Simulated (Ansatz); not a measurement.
**CH3Al (SMILES C[Al]) at HF/STO-3G**

What is the electronic atomisation energy of CH3Al at HF/STO-3G? 

The calculation is run with Ansatz 0.2.0.

68 further runs of the same task are left out: 68 set aside as unsound or not needed.

### Step 1. The system as given

CH3Al: 5 atoms, total charge 0, spin state singlet. As SMILES, `C[Al]`. Geometry: relaxed at PBE0-D4/def2-TZVP.

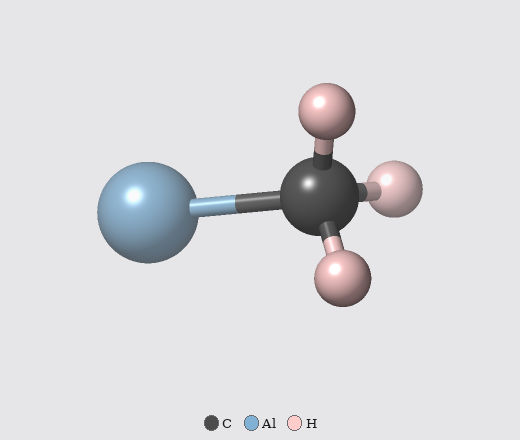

Viewed from a chosen angle; carbon dark grey, aluminium light blue, hydrogen pink.

### Step 2. A single-point energy at HF/STO-3G

in.yaml

```yaml
basis:
  gaussian: {orbitals: STO-3G}
crystal:
  periodic: [false, false, false]
  atoms:
    - {symbol: C, position_ang: [-0.131220, -0.057510, 0.054000]}
    - {symbol: Al, position_ang: [1.572690, 0.689240, -0.647230]}
    - {symbol: H, position_ang: [-0.230740, -1.127460, -0.171770]}
    - {symbol: H, position_ang: [-0.205100, 0.049890, 1.144270]}
    - {symbol: H, position_ang: [-1.005630, 0.445840, -0.379270]}
total_charge: 0
hamiltonian: {xc: hf}
accuracy: high
output: {orbitals: {seedname: orbitals}}
```

The run is started by

```sh
$ ansatz run in.yaml --threads 1 --pin off --max-ram 3480MiB --events-out events.jsonl --progress --plain --runs-dir runs
```

The program printed:

```text
Warning: RAYON_NUM_THREADS=1 ignored (pool sized by the plan → 1); use --threads N
Functional definition: HF
  name "HF"
  exchange = exact_x
  correlation = 0
287 factors; integrals over basis functions are off by at most 1.5e-8 eV
mean field evaluation 1: about -7567.1532 eV, gradient 1.2e1 eV
mean field evaluation 2: about -7567.2005 eV, gradient 1.2e1 eV
mean field evaluation 4: about -7567.7864 eV, gradient 8.0e-1 eV
mean field evaluation 8: about -7567.7891 eV, gradient 4.1e-6 eV
mean field -7567.78912624 eV, -278.1111207574 hartree, gradient 6.9e-9 eV, S^2 0.000000; 0 other end points of the search recorded, 0 dependent functions left out
reference -7567.78912624 eV, -278.1111207574 hartree; 11, 11 occupied and 6, 6 virtual orbitals, 287 factors
Total energy: -7567.78912624 eV, -278.1111207574 hartree
```

Wall time 0.08 s (1 thread of Intel Xeon 6975P-C (Granite Rapids), shared host).

### Step 3. The Al atom at the same level

job.yaml

```yaml
crystal:
  periodic: [false, false, false]
  atoms:
    - {symbol: Al, position_ang: [0.000000, 0.000000, 0.000000]}
basis:
  gaussian: {orbitals: STO-3G}
magnetization: {spin_polarized: true, initial_magnetization: 1}
hamiltonian: {xc: hf}
accuracy: high
```

Run the same way, it converges to -238.85836 Eh (log not shown).

### Step 4. The C atom at the same level

run.yaml

```yaml
crystal:
  periodic: [false, false, false]
  atoms:
    - {symbol: C, position_ang: [0.000000, 0.000000, 0.000000]}
basis:
  gaussian: {orbitals: STO-3G}
magnetization: {spin_polarized: true, initial_magnetization: 2}
accuracy: high
hamiltonian: {xc: hf}
```

Run the same way, it converges to -37.19839 Eh (log not shown).

### Step 5. The H atom

input.yaml

```yaml
crystal:
  periodic: [false, false, false]
  atoms:
    - {symbol: H, position_ang: [0.000000, 0.000000, 0.000000]}
basis:
  gaussian:
    orbitals: STO-3G
magnetization:
  spin_polarized: true
  initial_magnetization: 1
hamiltonian:
  xc: hf
accuracy: high
```

Run the same way, it converges to -0.46658 Eh (log not shown).

### Step 6. Summary of results

At HF/STO-3G:

| quantity | value |
| --- | --- |
| molecule: total energy | -278.11112 Eh |
| molecule: HOMO energy | -3.92 eV |
| molecule: LUMO energy | 9.91 eV |
| molecule: HOMO–LUMO gap | 13.83 eV |
| Al atom: total energy | -238.85836 Eh |
| Al atom: ⟨S²⟩ | 0.750 |
| C atom: total energy | -37.19839 Eh |
| C atom: ⟨S²⟩ | 2.000 |
| H atom: total energy | -0.46658 Eh |
| H atom: ⟨S²⟩ | 0.750 |
| electronic atomisation energy | 17.813 eV |

In words: Taking the molecule apart into free atoms costs 17.81 eV (1719 kJ/mol), before zero-point energy and without spin-orbit coupling. Hartree–Fock lacks the correlation of the bonding pairs, which as a rule makes this value much too low; in minimal bases other errors can mask that. In a minimal basis such a difference can be off by several eV, whatever the method.
